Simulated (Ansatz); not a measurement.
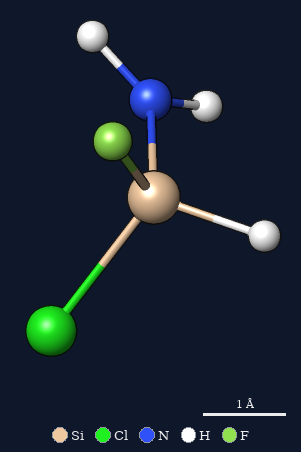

Starting structure of SiNH$_{3}$ClF. A ball-and-stick model, seen from a free direction.

The run prepares the start of a later molecular dynamics calculation, from a guessed geometry.

Computed with RKS PBE-D4/def2-SVP in Ansatz 0.2.0.

Input
```yaml
crystal:
  periodic: [false, false, false]
  atoms:
    - { symbol: Si, position_ang: [0.0, 0.0, 0.0] }
    - { symbol: Cl, position_ang: [0.0, 0.0, 2.13] }
    - { symbol: "N", position_ang: [1.7163, 0.0, -0.6061] }
    - { symbol: H, position_ang: [2.2145, -0.918, -0.7868] }
    - { symbol: H, position_ang: [2.2175, 0.918, -0.7783] }
    - { symbol: H, position_ang: [-0.6877, 1.1914, -0.4862] }
    - { symbol: F, position_ang: [-0.7489, -1.2974, -0.5295] }
basis:
  gaussian: { orbitals: def2-SVP }
hamiltonian:
  xc: pbe
  dispersion: d4
relax:
  f_tol: 0.02
  max_steps: 40
```

Command:
```bash
ansatz run input.yaml --threads 2 --pin off --max-ram 3072MiB --backend cpu --events-out ev --progress --plain --runs-dir out
```

Question: What does the optimiser find from here?

Answer: The largest move after the best rigid fit is that of H4, 0.40 Å. Largest moves by element: H 0.40 Å, Cl 0.18 Å, N 0.13 Å, F 0.07 Å, Si 0.07 Å. Among the contacts that change: Si1–N3 1.820 → 1.711 Å, Si1–Cl2 2.130 → 2.079 Å, Si1–F7 1.589 → 1.632 Å, N3–H4 1.060 → 1.022 Å. Bond angles that change, for instance: H4–N3–H5 120.0° → 112.0°, Cl2–Si1–F7 109.5° → 104.1°, Cl2–Si1–N3 109.5° → 113.9°. After 13 accepted moves (14 points after the start) the energy has fallen by 8.55 kcal/mol. The largest force component goes from 3.5 to 0.015 eV/Å. The line search rejected the trial step at point 6 of the run. The forces were under the threshold at step 12, but the run went on from there.

Final geometry:

```xyz
7

Si    0.0615    0.0125   -0.0184
Cl    0.0278   -0.1633    2.0527
N     1.6323   -0.0430   -0.6946
H     2.3136   -0.7598   -0.4366
H     2.0830    0.8253   -0.9895
H    -0.5936    1.2854   -0.4316
F    -0.8129   -1.2630   -0.5389
```

After the run, drawn alike:

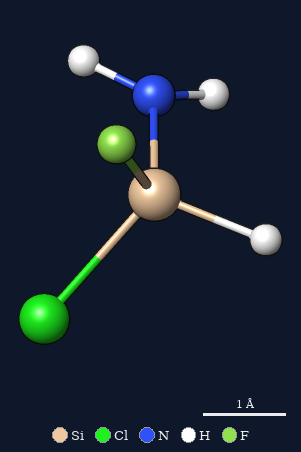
